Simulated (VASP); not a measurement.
Energy against volume of CsPbBr$_{3}$ (cubic perovskite). Method: r2SCAN meta-GGA, VASP's PBE PAW potentials (set 64) (plane waves; VASP).

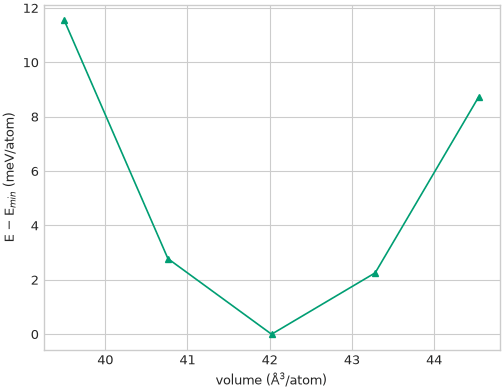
Figure: Energy against volume

Question: Estimate the equilibrium volume and the bulk modulus.

Answer: The minimum lies near 42.1 Å³/atom, and the curvature gives B0 of about 21 GPa.

The compound is CsPbBr3 in the cubic perovskite structure, the ideal cubic form; the compound distorts at low or room temperature. It was relaxed first.
